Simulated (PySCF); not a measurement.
# CH₆OSi: electronic excitations at several levels of theory, part 2 of 2

PySCF 2.14.0. Atoms count from 0. Earlier steps stand in the parts before.

## 9. Excited states and response: CAM-B3LYP/def2-SVPD

The job: settings as JSON, then the geometry in Å.

```
{"job": {"kind": "uv", "xc": "CAM-B3LYP", "basis": "def2-SVPD", "ip": true}, "charge": 0, "multiplicity": 1}
C      1.358784    -0.202579     0.062152
O      0.163757    -0.328374    -0.653909
Si    -1.316224     0.158311    -0.072956
H      2.180885    -0.610883    -0.545187
H      1.598592     0.852951     0.291017
H      1.333730    -0.760341     1.017326
H     -1.659046    -0.569759     1.190460
H     -2.313303    -0.154952    -1.130873
H     -1.320055     1.627616     0.218861
```

With the program's defaults for keys left out, this is: TDDFT CAM-B3LYP/def2-SVPD, vertical, gas phase, core orbitals frozen in the response.

What it wrote:

```text
coarse grid: 7520 points
cycle   1  E = -406.0949067147  dE =  4.604e-02  |g| = 6.113e-01  |ddm| = 3.191e+00
cycle   2  E = -406.0285299043  dE =  6.638e-02  |g| = 8.674e-01  |ddm| = 1.151e+00
cycle   3  E = -406.1667875301  dE = -1.383e-01  |g| = 3.517e-02  |ddm| = 6.297e-01
cycle   4  E = -406.1670657560  dE = -2.782e-04  |g| = 9.840e-03  |ddm| = 7.154e-02
cycle   5  E = -406.1670891028  dE = -2.335e-05  |g| = 2.664e-03  |ddm| = 1.874e-02
cycle   6  E = -406.1670908783  dE = -1.776e-06  |g| = 5.488e-04  |ddm| = 4.289e-03
final grid: 66576 points
cycle   7  E = -406.2294593215  dE = -1.041e-05  |g| = 1.617e-03  |ddm| = 2.459e-02
cycle   8  E = -406.2294593601  dE = -3.858e-08  |g| = 1.671e-03  |ddm| = 4.130e-03
cycle   9  E = -406.2294598786  dE = -5.186e-07  |g| = 2.435e-04  |ddm| = 1.360e-03
cycle  10  E = -406.2294598890  dE = -1.033e-08  |g| = 1.003e-04  |ddm| = 2.950e-04
cycle  11  E = -406.2294598912  dE = -2.226e-09  |g| = 1.232e-05  |ddm| = 1.168e-04
cycle  12  E = -406.2294598912  dE = -4.354e-11  |g| = 2.144e-06  |ddm| = 2.187e-05
converged SCF energy = -406.2294598912

Static polarisability (au): isotropic 45.398, principal 42.510 42.780 50.904

Singlet excitations
state   eV       nm        f      main configurations
  1   7.0969    174.7   0.00122   H->L 0.88
  2   7.8303    158.3   0.01111   H-1->L 0.86
  3   8.0350    154.3   0.05059   H->L+1 0.78, H->L 0.09
  4   8.3462    148.6   0.02421   H->L+3 0.47, H->L+2 0.42
  5   8.6646    143.1   0.02976   H-1->L+1 0.51, H-2->L 0.23, H-1->L 0.10
  6   8.7329    142.0   0.00208   H->L+3 0.38, H->L+2 0.35, H-3->L 0.18
  7   8.8764    139.7   0.00916   H->L+4 0.53, H-2->L 0.24, H-1->L+1 0.08
  8   8.9203    139.0   0.02229   H-3->L 0.54, H-3->L+1 0.12, H->L+5 0.08
  9   9.1147    136.0   0.14865   H->L+4 0.34, H-2->L 0.32, H-1->L+1 0.20
 10   9.1891    134.9   0.00001   H-1->L+2 0.66, H-2->L+1 0.19

Triplet excitations (Tamm-Dancoff, eV): 6.7616 7.4392 7.7922 7.9891
Vertical ionisation energy (delta-SCF) = 10.5933 eV
```

Wall time 16 s (1 thread, shared host).

Key values: HOMO -9.60 eV, LUMO 1.07 eV; lowest singlet 7.10 eV.

## 10. Excited states and response: wB97X-D/def2-SVPD

Same as in step 9 but for these lines:

```diff
@@ -1,2 +1,2 @@
-{"job": {"kind": "uv", "xc": "CAM-B3LYP", "basis": "def2-SVPD", "ip": true}, "charge": 0, "multiplicity": 1}
+{"job": {"kind": "uv", "xc": "wB97X-D", "basis": "def2-SVPD", "ip": true}, "charge": 0, "multiplicity": 1}
 C      1.358784    -0.202579     0.062152
```

Level: TDDFT wB97X-D/def2-SVPD, vertical, gas phase, core orbitals frozen in the response.

What it wrote:

```text
coarse grid: 7520 points
cycle   1  E = -406.1004044391  dE =  3.597e-02  |g| = 6.091e-01  |ddm| = 3.090e+00
cycle   2  E = -406.0638149493  dE =  3.659e-02  |g| = 7.758e-01  |ddm| = 1.128e+00
cycle   3  E = -406.1732581953  dE = -1.094e-01  |g| = 3.296e-02  |ddm| = 5.709e-01
cycle   4  E = -406.1735467858  dE = -2.886e-04  |g| = 9.962e-03  |ddm| = 9.582e-02
cycle   5  E = -406.1735741005  dE = -2.731e-05  |g| = 2.575e-03  |ddm| = 2.805e-02
cycle   6  E = -406.1735760008  dE = -1.900e-06  |g| = 5.928e-04  |ddm| = 7.140e-03
final grid: 66576 points
cycle   7  E = -406.2334081774  dE = -4.205e-05  |g| = 1.869e-03  |ddm| = 6.618e-02
cycle   8  E = -406.2334092153  dE = -1.038e-06  |g| = 5.680e-04  |ddm| = 8.909e-03
cycle   9  E = -406.2334092873  dE = -7.201e-08  |g| = 3.891e-04  |ddm| = 1.534e-03
cycle  10  E = -406.2334093158  dE = -2.841e-08  |g| = 1.270e-04  |ddm| = 5.631e-04
cycle  11  E = -406.2334093198  dE = -3.996e-09  |g| = 1.652e-05  |ddm| = 2.090e-04
cycle  12  E = -406.2334093200  dE = -2.002e-10  |g| = 3.548e-06  |ddm| = 5.800e-05
converged SCF energy = -406.2334093200

Static polarisability (au): isotropic 45.330, principal 42.436 42.681 50.874

Singlet excitations
state   eV       nm        f      main configurations
  1   7.1701    172.9   0.00085   H->L 0.93
  2   7.9163    156.6   0.01376   H-1->L 0.90
  3   8.2355    150.5   0.04717   H->L+1 0.76, H->L+2 0.12
  4   8.4260    147.1   0.03516   H->L+2 0.42, H->L+3 0.41, H->L+1 0.10
  5   8.8238    140.5   0.02114   H-2->L 0.42, H-1->L+1 0.35
  6   8.9096    139.2   0.01676   H-3->L 0.55, H->L+3 0.17, H->L+2 0.14
  7   8.9738    138.2   0.01147   H->L+4 0.64, H-1->L+1 0.17, H-2->L 0.10
  8   9.0542    136.9   0.01109   H->L+3 0.29, H-3->L 0.23, H->L+2 0.23
  9   9.2261    134.4   0.19283   H-2->L 0.32, H-1->L+1 0.26, H->L+4 0.24
 10   9.3236    133.0   0.00097   H-1->L+2 0.62, H-2->L+1 0.13, H-1->L+3 0.12

Triplet excitations (Tamm-Dancoff, eV): 6.9095 7.5954 8.0938 8.1721
Vertical ionisation energy (delta-SCF) = 10.5407 eV
```

Wall time 15 s (1 thread, shared host).

Key values: HOMO -10.08 eV, LUMO 1.95 eV; lowest singlet 7.17 eV.

## 11. Excited states and response: LC-wPBE/def2-SVPD

Same as in step 10 but for these lines:

```diff
@@ -1,2 +1,2 @@
-{"job": {"kind": "uv", "xc": "wB97X-D", "basis": "def2-SVPD", "ip": true}, "charge": 0, "multiplicity": 1}
+{"job": {"kind": "uv", "xc": "LC-wPBE", "basis": "def2-SVPD", "ip": true}, "charge": 0, "multiplicity": 1}
 C      1.358784    -0.202579     0.062152
```

Level: TDDFT LC-wPBE/def2-SVPD, vertical, gas phase, core orbitals frozen in the response.

What it wrote:

```text
coarse grid: 7520 points
cycle   1  E = -405.9695520822  dE =  3.966e-02  |g| = 6.058e-01  |ddm| = 3.069e+00
cycle   2  E = -405.9599979574  dE =  9.554e-03  |g| = 6.871e-01  |ddm| = 9.951e-01
cycle   3  E = -406.0436521112  dE = -8.365e-02  |g| = 3.944e-02  |ddm| = 4.839e-01
cycle   4  E = -406.0440954129  dE = -4.433e-04  |g| = 1.229e-02  |ddm| = 1.014e-01
cycle   5  E = -406.0441407467  dE = -4.533e-05  |g| = 3.250e-03  |ddm| = 3.449e-02
cycle   6  E = -406.0441438391  dE = -3.092e-06  |g| = 6.079e-04  |ddm| = 8.375e-03
final grid: 66576 points
cycle   7  E = -406.1179127699  dE = -1.404e-05  |g| = 2.726e-03  |ddm| = 3.030e-02
cycle   8  E = -406.1179135732  dE = -8.034e-07  |g| = 2.443e-03  |ddm| = 5.849e-03
cycle   9  E = -406.1179146371  dE = -1.064e-06  |g| = 3.466e-04  |ddm| = 1.967e-03
cycle  10  E = -406.1179146643  dE = -2.724e-08  |g| = 1.378e-04  |ddm| = 6.193e-04
cycle  11  E = -406.1179146704  dE = -6.058e-09  |g| = 2.083e-05  |ddm| = 2.841e-04
cycle  12  E = -406.1179146707  dE = -2.734e-10  |g| = 3.744e-06  |ddm| = 7.624e-05
converged SCF energy = -406.1179146707

Static polarisability (au): isotropic 44.436, principal 41.634 41.889 49.786

Singlet excitations
state   eV       nm        f      main configurations
  1   7.4855    165.6   0.00094   H->L 0.56, H->L+1 0.31
  2   8.2283    150.7   0.01280   H-1->L 0.52, H-1->L+1 0.30
  3   8.6606    143.2   0.03377   H->L 0.31, H->L+1 0.29, H->L+2 0.17
  4   8.7414    141.8   0.05166   H->L+3 0.55, H->L+1 0.12, H->L+2 0.11
  5   9.1541    135.4   0.01031   H-2->L+1 0.26, H-2->L 0.26, H-1->L 0.23
  6   9.2485    134.1   0.05107   H-3->L 0.45, H->L+1 0.11, H-3->L+1 0.10
  7   9.3943    132.0   0.01249   H->L+4 0.61, H-1->L+1 0.13, H-1->L 0.08
  8   9.4230    131.6   0.00236   H->L+2 0.42, H-3->L+1 0.15, H->L+3 0.14
  9   9.6431    128.6   0.24981   H-2->L 0.24, H-1->L+1 0.23, H->L+4 0.21
 10   9.7446    127.2   0.00319   H-1->L+2 0.53, H-1->L+3 0.16, H-2->L+1 0.15

Triplet excitations (Tamm-Dancoff, eV): 7.0428 7.6859 8.1810 8.3437
Vertical ionisation energy (delta-SCF) = 10.7725 eV
```

Run time: 22 s. Hardware: 1 thread, shared host.

In short: HOMO -10.92 eV, LUMO 2.19 eV; lowest singlet 7.49 eV.

## 12. Excited states and response: PBE0/6-31G*

Same as in step 11 but for these lines:

```diff
@@ -1,2 +1,2 @@
-{"job": {"kind": "uv", "xc": "LC-wPBE", "basis": "def2-SVPD", "ip": true}, "charge": 0, "multiplicity": 1}
+{"job": {"kind": "uv", "xc": "PBE0", "basis": "6-31G*"}, "charge": 0, "multiplicity": 1}
 C      1.358784    -0.202579     0.062152
```

With the program's defaults for keys left out, this is: TDDFT PBE0/6-31G*, vertical, gas phase, core orbitals frozen in the response.

What it wrote:

```text
coarse grid: 7520 points
cycle   1  E = -406.1234792200  dE =  6.330e-02  |g| = 6.015e-01  |ddm| = 2.434e+00
cycle   2  E = -405.9938465212  dE =  1.296e-01  |g| = 1.008e+00  |ddm| = 1.362e+00
cycle   3  E = -406.1937254957  dE = -1.999e-01  |g| = 3.584e-02  |ddm| = 9.266e-01
cycle   4  E = -406.1939819966  dE = -2.565e-04  |g| = 9.384e-03  |ddm| = 3.447e-02
cycle   5  E = -406.1939994665  dE = -1.747e-05  |g| = 4.104e-03  |ddm| = 1.028e-02
cycle   6  E = -406.1940035895  dE = -4.123e-06  |g| = 2.245e-04  |ddm| = 3.282e-03
final grid: 66576 points
cycle   7  E = -406.1599322999  dE = -3.007e-06  |g| = 6.811e-03  |ddm| = 9.429e-03
cycle   8  E = -406.1599243790  dE =  7.921e-06  |g| = 9.466e-03  |ddm| = 1.046e-02
cycle   9  E = -406.1599416195  dE = -1.724e-05  |g| = 8.673e-04  |ddm| = 6.408e-03
cycle  10  E = -406.1599417917  dE = -1.722e-07  |g| = 4.564e-05  |ddm| = 7.642e-04
cycle  11  E = -406.1599417921  dE = -4.777e-10  |g| = 1.074e-05  |ddm| = 5.122e-05
converged SCF energy = -406.1599417921

Static polarisability (au): isotropic 35.028, principal 32.192 32.984 39.907

Singlet excitations
state   eV       nm        f      main configurations
  1   6.9855    177.5   0.00035   H->L 0.99
  2   7.7851    159.3   0.01636   H-1->L 0.98
  3   8.7193    142.2   0.00014   H->L+1 0.98
  4   9.0134    137.6   0.00474   H-2->L 0.88, H->L+2 0.09
  5   9.0510    137.0   0.00205   H-3->L 0.97
  6   9.2644    133.8   0.06684   H->L+2 0.74, H-1->L+1 0.12, H-2->L 0.09
  7   9.6864    128.0   0.06407   H-1->L+1 0.83, H->L+2 0.12
  8   9.7180    127.6   0.00151   H-1->L+2 0.93
  9  10.1552    122.1   0.07515   H->L+3 0.91
 10  10.5002    118.1   0.00806   H->L+4 0.85, H-3->L+1 0.10

Triplet excitations (Tamm-Dancoff, eV): 6.6380 7.3614 8.4415 8.4429
```

It took 2.2 s on 1 thread, shared host.

This run: HOMO -7.91 eV, LUMO 0.70 eV; lowest singlet 6.99 eV.

## 13. Ultraviolet spectrum: PBE0/def2-SVP

Same as in step 12 but for these lines:

```diff
@@ -1,2 +1,2 @@
-{"job": {"kind": "uv", "xc": "PBE0", "basis": "6-31G*"}, "charge": 0, "multiplicity": 1}
+{"job": {"kind": "uv", "xc": "PBE0", "basis": "def2-SVP"}, "charge": 0, "multiplicity": 1}
 C      1.358784    -0.202579     0.062152
```

Level: TDDFT PBE0/def2-SVP, vertical, gas phase, core orbitals frozen in the response.

What it wrote:

```text
coarse grid: 7520 points
cycle   1  E = -405.8795326064  dE =  4.876e-02  |g| = 5.935e-01  |ddm| = 2.668e+00
cycle   2  E = -405.7544362345  dE =  1.251e-01  |g| = 9.923e-01  |ddm| = 1.384e+00
cycle   3  E = -405.9471222794  dE = -1.927e-01  |g| = 3.901e-02  |ddm| = 9.429e-01
cycle   4  E = -405.9474389493  dE = -3.167e-04  |g| = 6.776e-03  |ddm| = 3.855e-02
cycle   5  E = -405.9474486123  dE = -9.663e-06  |g| = 1.861e-03  |ddm| = 8.369e-03
final grid: 66576 points
cycle   6  E = -406.0046176865  dE = -7.294e-06  |g| = 6.366e-03  |ddm| = 1.320e-02
cycle   7  E = -406.0046085352  dE =  9.151e-06  |g| = 9.515e-03  |ddm| = 1.090e-02
cycle   8  E = -406.0046252430  dE = -1.671e-05  |g| = 5.794e-04  |ddm| = 6.853e-03
cycle   9  E = -406.0046253272  dE = -8.413e-08  |g| = 9.548e-05  |ddm| = 6.565e-04
cycle  10  E = -406.0046253293  dE = -2.126e-09  |g| = 2.041e-05  |ddm| = 1.008e-04
cycle  11  E = -406.0046253294  dE = -1.099e-10  |g| = 3.077e-06  |ddm| = 3.093e-05
converged SCF energy = -406.0046253294

Static polarisability (au): isotropic 38.097, principal 34.981 36.337 42.973

Singlet excitations
state   eV       nm        f      main configurations
  1   7.1759    172.8   0.00117   H->L 0.99
  2   7.9384    156.2   0.01562   H-1->L 0.97
  3   8.5604    144.8   0.00003   H->L+1 0.97
  4   9.0874    136.4   0.01231   H-2->L 0.61, H->L+2 0.28, H-1->L+1 0.10
  5   9.1278    135.8   0.00112   H-3->L 0.85, H->L+3 0.10
  6   9.2461    134.1   0.06509   H->L+2 0.49, H-2->L 0.34
  7   9.2842    133.5   0.10990   H->L+3 0.82, H-3->L 0.09
  8   9.4353    131.4   0.06340   H-1->L+1 0.81, H->L+2 0.11
  9   9.6658    128.3   0.02512   H-1->L+2 0.85
 10   9.7952    126.6   0.00334   H->L+4 0.89

Triplet excitations (Tamm-Dancoff, eV): 6.7975 7.4717 8.2448 8.3813
```

Run time: 2.9 s. Hardware: 1 thread, shared host.

Key values: HOMO -8.01 eV, LUMO 0.79 eV; lowest singlet 7.18 eV.

## 14. TDDFT and polarisability: PBE0/def2-TZVP

Same as in step 13 but for these lines:

```diff
@@ -1,2 +1,2 @@
-{"job": {"kind": "uv", "xc": "PBE0", "basis": "def2-SVP"}, "charge": 0, "multiplicity": 1}
+{"job": {"kind": "uv", "xc": "PBE0", "basis": "def2-TZVP"}, "charge": 0, "multiplicity": 1}
 C      1.358784    -0.202579     0.062152
```

Method: TDDFT PBE0/def2-TZVP, vertical, gas phase, core orbitals frozen in the response.

What it wrote:

```text
coarse grid: 7520 points
cycle   1  E = -406.1773146552  dE =  5.177e-02  |g| = 6.366e-01  |ddm| = 2.000e+00
cycle   2  E = -406.0256892472  dE =  1.516e-01  |g| = 1.098e+00  |ddm| = 1.026e+00
cycle   3  E = -406.2487861557  dE = -2.231e-01  |g| = 5.149e-02  |ddm| = 7.277e-01
cycle   4  E = -406.2492592625  dE = -4.731e-04  |g| = 1.136e-02  |ddm| = 3.219e-02
cycle   5  E = -406.2492780650  dE = -1.880e-05  |g| = 4.188e-03  |ddm| = 8.054e-03
cycle   6  E = -406.2492821219  dE = -4.057e-06  |g| = 5.797e-04  |ddm| = 2.767e-03
final grid: 66576 points
cycle   7  E = -406.2463907772  dE = -1.829e-05  |g| = 8.150e-03  |ddm| = 2.182e-02
cycle   8  E = -406.2463785582  dE =  1.222e-05  |g| = 1.168e-02  |ddm| = 8.516e-03
cycle   9  E = -406.2464022648  dE = -2.371e-05  |g| = 1.149e-03  |ddm| = 5.496e-03
cycle  10  E = -406.2464025362  dE = -2.715e-07  |g| = 1.260e-04  |ddm| = 7.397e-04
cycle  11  E = -406.2464025397  dE = -3.485e-09  |g| = 2.065e-05  |ddm| = 8.142e-05
cycle  12  E = -406.2464025398  dE = -8.140e-11  |g| = 2.517e-06  |ddm| = 1.737e-05
converged SCF energy = -406.2464025398

Static polarisability (au): isotropic 42.882, principal 39.861 40.721 48.063

Singlet excitations
state   eV       nm        f      main configurations
  1   6.8489    181.0   0.00010   H->L 0.99
  2   7.6005    163.1   0.01270   H-1->L 0.97
  3   8.1939    151.3   0.00383   H->L+1 0.95
  4   8.6316    143.6   0.00933   H-2->L 0.59, H-3->L 0.15, H->L+2 0.12
  5   8.6346    143.6   0.02152   H-3->L 0.41, H->L+2 0.27, H-2->L 0.23
  6   8.7172    142.2   0.08781   H->L+2 0.53, H-3->L 0.39
  7   8.8041    140.8   0.03899   H->L+3 0.78, H-2->L 0.12
  8   9.0157    137.5   0.06958   H-1->L+1 0.94
  9   9.2661    133.8   0.00037   H->L+4 0.91
 10   9.2959    133.4   0.01402   H-1->L+3 0.85

Triplet excitations (Tamm-Dancoff, eV): 6.5143 7.1808 7.9075 8.0420
```

It took 5.8 s on 1 thread, shared host.

Key values: HOMO -8.14 eV, LUMO 0.26 eV; lowest singlet 6.85 eV.

## 15. Side by side: electronic excitations

Excitations and ground-state properties, with basis size and wall time:

| run | lowest singlet (eV) | brightest (eV) | f | gap (eV) | α (Å³) | μ (D) | functions | time |
| --- | --- | --- | --- | --- | --- | --- | --- | --- |
| HF/def2-SVPD | 8.69 | 10.88 | 0.235 | 14.43 | 6.21 | 1.16 | 115 | 2.9 s |
| LDA/def2-SVPD | 5.94 | 7.69 | 0.046 | 5.84 | 7.23 | 1.01 | 115 | 13 s |
| PBE/def2-SVPD | 6.09 | 7.77 | 0.042 | 6.01 | 7.07 | 0.98 | 115 | 17 s |
| B3LYP/def2-SVPD | 6.74 | 8.62 | 0.061 | 7.91 | 6.82 | 1.04 | 115 | 13 s |
| PBE0/def2-SVPD | 6.87 | 8.79 | 0.096 | 8.37 | 6.76 | 1.03 | 115 | 12 s |
| BHandHLYP/def2-SVPD | 7.56 | 9.53 | 0.136 | 10.57 | 6.52 | 1.10 | 115 | 13 s |
| CAM-B3LYP/def2-SVPD | 7.10 | 9.11 | 0.149 | 10.66 | 6.73 | 1.09 | 115 | 16 s |
| wB97X-D/def2-SVPD | 7.17 | 9.23 | 0.193 | 12.02 | 6.72 | 1.07 | 115 | 15 s |
| LC-wPBE/def2-SVPD | 7.49 | 9.64 | 0.250 | 13.11 | 6.58 | 1.10 | 115 | 22 s |
| PBE0/6-31G* | 6.99 | 10.16 | 0.075 | 8.60 | 5.19 | 1.13 | 58 | 2.2 s |
| PBE0/def2-SVP | 7.18 | 9.28 | 0.110 | 8.80 | 5.65 | 1.11 | 76 | 2.9 s |
| PBE0/def2-TZVP | 6.85 | 8.72 | 0.088 | 8.40 | 6.35 | 1.02 | 135 | 5.8 s |

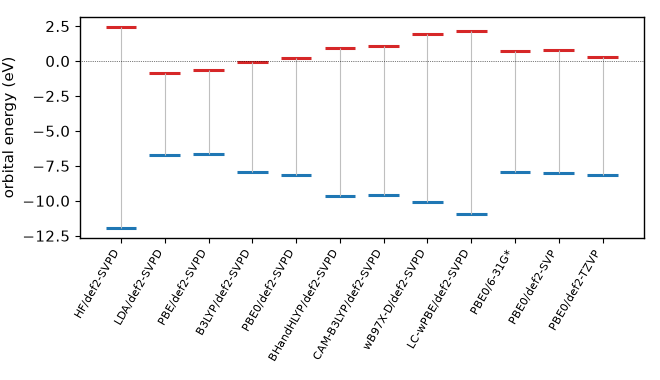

HOMO (blue) and LUMO (red) run by run.

## 16. Outcome

The summary covers parts 1 to 2.

| quantity | value |
| --- | --- |
| point group | Cs |
| rotational constants (main isotopes) | 34.02, 5.52, 5.20 GHz |
| lowest singlet (HF/def2-SVPD) | 8.69 eV (143 nm), f = 0.004 |
| brightest single state of those computed | state 10, 10.88 eV, f = 0.235 |
| lowest triplet | 7.99 eV |
| vertical ionisation energy (ΔSCF) | 9.70 eV |
| range of the lowest singlet | 5.94 to 8.69 eV |

What this shows: Single values in the summary come from the first run of each kind that ended normally (HF/def2-SVPD), which need not be the best level. Relaxing lowered the energy by 0.127 eV in 5 steps; the close pair that moved most is O1–Si2, from 1.621 to 1.663 Å. The lowest singlet, at 8.69 eV, is HOMO→LUMO+1 0.50, HOMO→LUMO+2 0.28 and is weak; of the 10 states computed, the strongest absorption comes from state 10 at 10.88 eV (the last computed, so partners may be missing). The lowest triplet lies 0.70 eV below the lowest singlet (triplets in Tamm-Dancoff, singlets in full TDDFT). At HF/def2-SVPD, the highest states lie near or above the ionisation energy, where they hang on the basis. ΔSCF puts the ionisation energy at 9.70 eV, 2.26 eV below −ε(HOMO). The lowest singlet runs from 5.94 eV (LDA/def2-SVPD) to 8.69 eV (HF/def2-SVPD), while the orbital gap spans 5.84 to 14.43 eV. The lowest state need not be the same one in every run. The runs solved for a few states only, so the brightest column depends on that window.
